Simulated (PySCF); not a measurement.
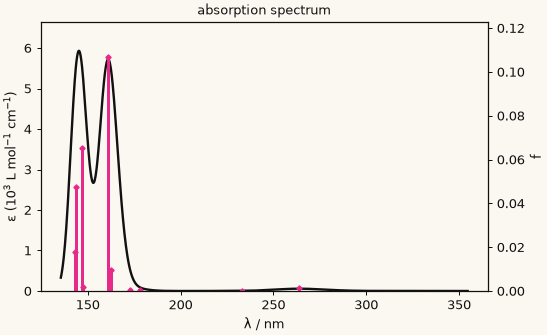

Computed absorption of C₃H₉Ga, SMILES CC[CH2][GaH2], singlet. Vertical TDDFT excitations, PBE0/def2-SVP with PySCF, at a PBE0-D3(BJ)/def2-SVP geometry (no frequency check), gas phase. The lowest 10 singlet states are shown; each is broadened by a Gaussian of 1/e half-width 0.33 eV. Sticks give oscillator strengths (right axis).

Question: Which of the computed transitions is the brightest, and what character does the calculation give it?

Answer: S6 at 7.70 eV (161 nm), f = 0.107, mainly HOMO → LUMO+1 (60 %).

Question: Where is the lowest singlet, and is it bright?

Answer: S1 lies at 4.70 eV (264 nm) with f = 0.001, mainly HOMO → LUMO (99 %); it is dark or nearly so.

Question: Does any vertical transition fall in the visible?

Answer: No singlet lies below 3.1 eV (beyond 400 nm), so at this level no vertical transition falls in the visible.

Caveats: states above the negative HOMO energy depend on the basis; one conformer of a flexible molecule; core orbitals are frozen in the response; def2-SVP has no diffuse functions, so states with Rydberg character are missing or too high.
